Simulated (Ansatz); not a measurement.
```yaml
atoms:
  - { symbol: F, position_ang: [1.0005, 1.6760, -1.1494] }
  - { symbol: Ge, position_ang: [-0.6262, 1.0480, -1.1408] }
  - { symbol: S, position_ang: [-0.5219, -1.1281, -0.8815] }
  - { symbol: Ge, position_ang: [0.5338, -1.1688, 1.0882] }
  - { symbol: H, position_ang: [-1.2999, 1.7480, 0.0466] }
  - { symbol: H, position_ang: [-1.2348, 1.3529, -2.5127] }
  - { symbol: H, position_ang: [0.0323, 0.0083, 1.9385] }
  - { symbol: H, position_ang: [2.0472, -1.0715, 0.8677] }
  - { symbol: H, position_ang: [0.1574, -2.5110, 1.7263] }
```

Geometry: PBE0-D4/def2-TZVP.

The calculation used RKS PBE0-D4/def2-TZVPP (Ansatz 0.2.0).

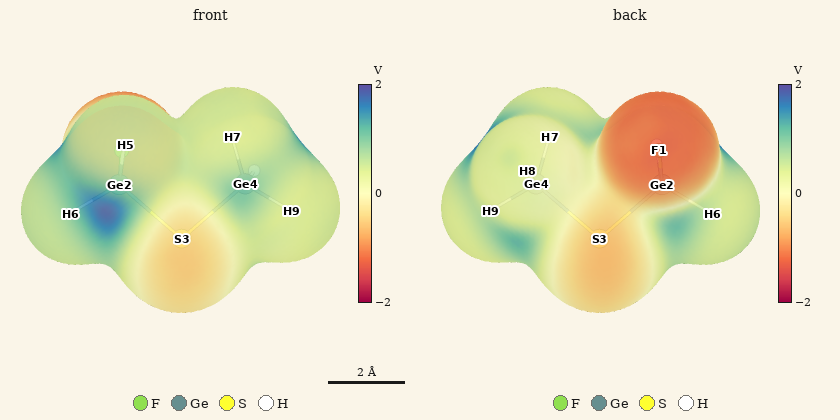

FGe2H5S (SMILES [F][GeH2][S][GeH3]). The molecular electrostatic potential painted on the density surface at 0.002 e/bohr³, seen from the front and from behind; the colour scale runs from red (negative) to blue (positive).

Question: Describe the electrostatic potential map.

Answer: The most negative region (about −1.3 V, or −30 kcal/mol for a unit charge) lies over F1, the most positive (about +1.7 V, or +39 kcal/mol for a unit charge) over Ge2 and Ge4.
